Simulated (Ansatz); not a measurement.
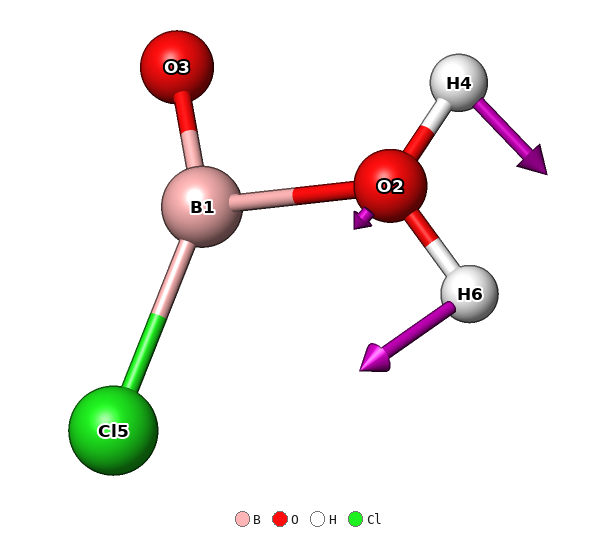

The arrows show one normal mode. Harmonic vibrations computed with RKS PBE0-D4/def2-TZVP (Ansatz 0.2.0) at a stationary point of the same level.

Q: At what wavenumber does it lie?

A: 226 cm⁻¹; it is mode 1 of 12 counted from the lowest.
